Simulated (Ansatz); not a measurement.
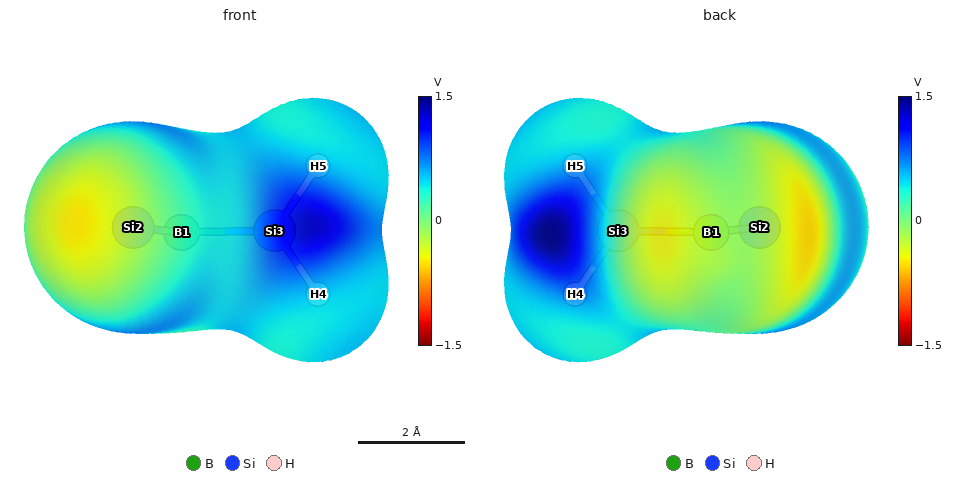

The picture shows: BH₂Si₂ (doublet). The molecular electrostatic potential painted on the density surface at 0.002 e/bohr³, seen from the front and from behind; red is negative and blue positive.

Geometry: PBE0-D4/def2-TZVP.

Level of theory: UKS PBE0-D4/def2-TZVPP in Ansatz.

The calculation's input:

```
crystal:
  periodic: [false, false, false]
  atoms:
    - {symbol: B, position_ang: [-0.821818, -0.281529, 1.118396]}
    - {symbol: Si, position_ang: [0.641756, -1.126567, 1.898733]}
    - {symbol: Si, position_ang: [-0.124784, 0.285122, -0.505216]}
    - {symbol: H, position_ang: [-0.183828, -0.494897, -1.768975]}
    - {symbol: H, position_ang: [0.488674, 1.617871, -0.742948]}
basis:
  gaussian: {orbitals: def2-TZVPP}
magnetization: {spin_polarized: true, initial_magnetization: 1}
hamiltonian: {xc: pbe0, dispersion: d4}
output: {orbitals: {seedname: orbitals}}
```

Command:

```sh
ansatz run in.yaml --threads 2 --pin off --events-out ev --progress --plain --max-ram 4352MiB
```

Q: Where is the surface potential most negative and most positive?

A: The most negative region (about −0.5 V) lies over Si2, the most positive (about +1.4 V) over Si3.
